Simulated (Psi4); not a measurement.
# CuCO (SMILES [O+]#[C-]->[Cu]): UTPSS/def2-TZVP (sweep point 6)

We compute a single-point energy of CuCO. 

The results are computed with Psi4 1.11.

6 further runs of the same task are left out: 6 set aside as unsound or not needed.

### 1 The molecule

The species is CuCO (3 atoms), meant as a doublet with charge 0. SMILES: `[O+]#[C-]->[Cu]`. Geometry: a GFN2-xTB relaxation, a rough one for these elements and not checked as a minimum.

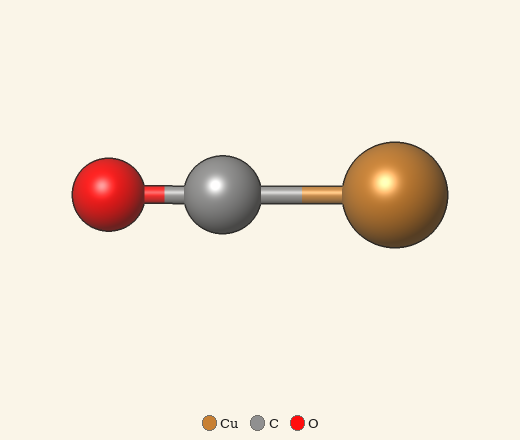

The structure, seen from a chosen angle (copper orange, carbon grey, oxygen red).

### 2 The energy at UTPSS/def2-TZVP (sweep point 6)

The input, input.dat:

```
memory 1600 mb

molecule {
  0 2
  Cu    -0.015250     0.020630    -1.608240
  C      0.002160    -0.002740     0.204610
  O      0.013100    -0.017890     1.403630
  symmetry c1
}

set globals {
  basis def2-TZVP
  reference uks
  puream true
  scf_type pk
  dft_radial_points 99
  dft_spherical_points 590
  maxiter 150
}

energy("tpss")
```

The run is started by

```bash
$ psi4 -i input.dat -o output.dat -n 1
```

output.dat:

```text
[...]
  Running in c1 symmetry.
[...]
  Nuclear repulsion =  112.723078028422762
[...]
  Multiplicity = 2
[...]
  Nalpha       = 22
  Nbeta        = 21
[...]
    Number of basis functions: 107
[...]
   @UKS iter   1: -1750.47313105940566    1.01710e+00   4.13851e-02 ADIIS/DIIS
[...]
   @UKS iter  13: -1753.90879515747429   -5.95844e-08   4.52010e-07 DIIS
[...]
   @S^2 Observed:                7.528269016E-01
[...]
    Orbital Energies [Eh]
    ---------------------
    Alpha Occupied:
       1A   -322.153360     2A    -38.459660     3A    -33.682108
       4A    -33.675738     5A    -33.675738     6A    -19.006726
       7A    -10.144237     8A     -4.214081     9A     -2.732342
      10A     -2.720732    11A     -2.720732    12A     -1.073708
      13A     -0.561440    14A     -0.449258    15A     -0.433657
      16A     -0.433657    17A     -0.278252    18A     -0.278252
      19A     -0.262091    20A     -0.262091    21A     -0.258118
      22A     -0.141553
    Alpha Virtual:
      23A     -0.127467    24A     -0.127467    25A      0.043524
[...]
  @UKS Final Energy: -1753.90879515747429
   => Energetics <=
    Nuclear Repulsion Energy =            112.7230780284227620
    One-Electron Energy =               -2663.2015695810860052
    Two-Electron Energy =                 877.6044252738538489
    DFT Exchange-Correlation Energy =     -81.0347288786648363
    Empirical Dispersion Energy =           0.0000000000000000
    VV10 Nonlocal Energy =                  0.0000000000000000
    Total Energy =                      -1753.9087951574742874
[...]
 Multipole Moments:
 ------------------------------------------------------------------------------------
     Multipole            Electronic (a.u.)      Nuclear  (a.u.)        Total (a.u.)
 ------------------------------------------------------------------------------------
 L = 1.  Multiply by 2.5417464519 to convert [e a0] to [Debye]
 Dipole X            :          0.0416701           -0.0517162           -0.0100461
 Dipole Y            :         -3.0009554            3.5931074            0.5921520
 Dipole Z            :          0.0000000            0.0000000            0.0000000
 Magnitude           :                                                    0.5922372
[...]
```

Run time: 52 s. Hardware: 1 thread of AMD EPYC 7R43 (Zen 3), shared host; peak memory 0.63 GiB.

### 3 Results

Level: UTPSS/def2-TZVP (sweep point 6).

| quantity | value |
| --- | --- |
| total energy | -1753.90880 Eh |
| dipole moment | 1.51 D |
| HOMO energy (highest over α and β) | -3.85 eV |
| LUMO energy (lowest over α and β) | -3.47 eV |
| ⟨S²⟩ | 0.753 |
